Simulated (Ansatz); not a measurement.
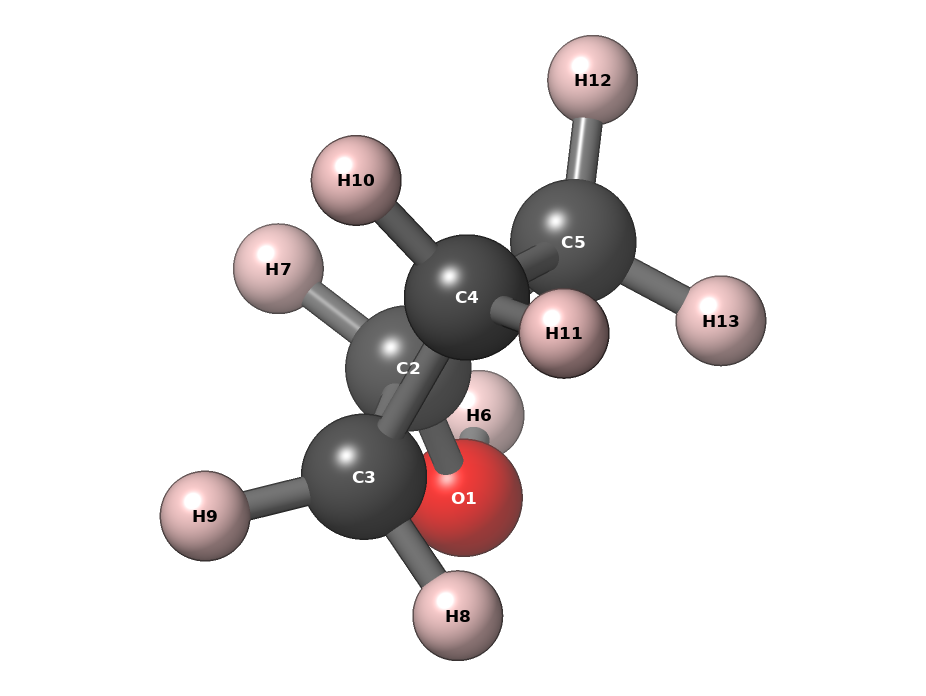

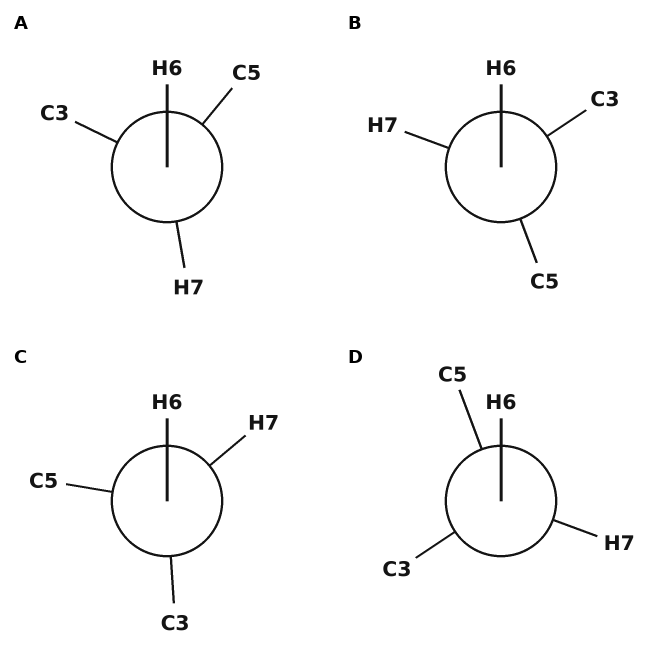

Depth is shown by fading: the farther an atom, the more it takes the colour of the background. Bonds that would overlap in a projection are set slightly apart. Computed geometry: PBE-D4/def2-SVP optimisation. No frequency run is at hand to confirm it as a minimum.

Question: Which Newman projection shows the view along O1–C2, with O1 in front?

Answer: C. The torsion angle H6–O1–C2–C3 is 176°, antiperiplanar (anti).
